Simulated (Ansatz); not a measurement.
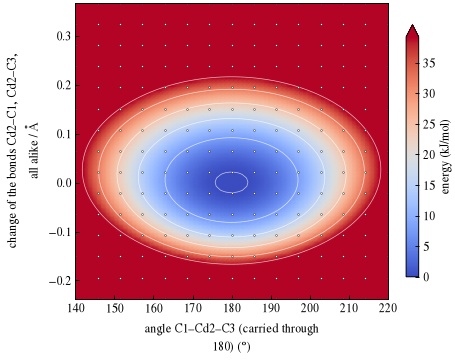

C2H6Cd, SMILES [CH3][Cd][CH3]. The first coordinate is: angle C1–Cd2–C3 (carried through 180); the second: change of the bonds Cd2–C1, Cd2–C3, all alike. Nothing is relaxed (all other coordinates rigid). Grid: 15 × 15 points. Points are written as (first, second). Energies are in kJ/mol, from the lowest grid point. Theory: Ansatz 0.2.0, RHF/def2-TZVP.

In the figure: a smooth colour map with a few white contour lines, dots at the grid points, one colour for all values above the top of the scale. Between grid points the surface is interpolated.

Estimate the position of the minimum and the force constants in these coordinates.

The interpolated minimum is at the first coordinate ≈ 180.0°, the second coordinate ≈ 0.000 Å. The curvatures there are about 2 eV/rad² and 24 eV/Å², with a cross term of about 0 eV/(rad·Å). Round the minimum the two coordinates are nearly uncoupled. (1 eV is 96.5 kJ/mol.)
